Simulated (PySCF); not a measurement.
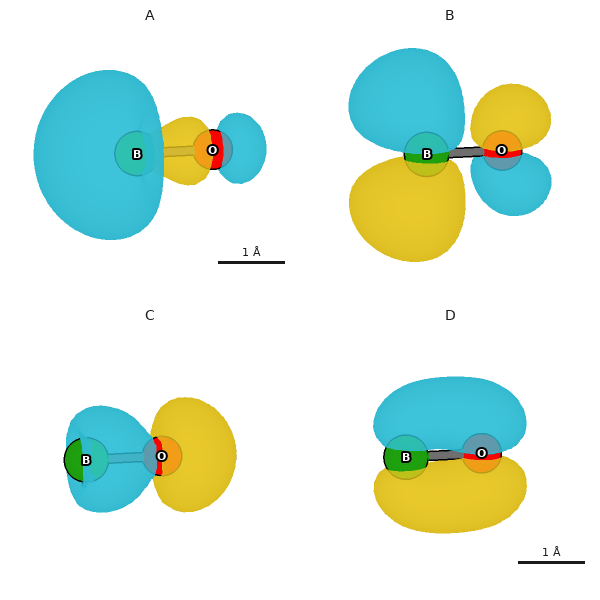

Figure. BO (charge +1). Four frontier orbitals, each drawn at the value that holds 80 % of its norm (yellow and cyan are the two phases), in no order; of a degenerate pair one member is drawn.

Theory: PySCF, PBE0/cc-pVDZ(-PP), non-relativistic Hamiltonian with scalar-relativistic core potentials where named, at a bond length of 1.196 Å.

Name the orbitals and rank them from lowest to highest energy.

Orbital C: σ, occupied, −21.70 eV; mainly on O (80 %).
Orbital D: π, occupied, −19.96 eV; mainly on O (70 %).
Orbital A: σ, empty, −16.04 eV; mainly on B (90 %).
Orbital B: π, empty, −8.87 eV; mainly on B (70 %).
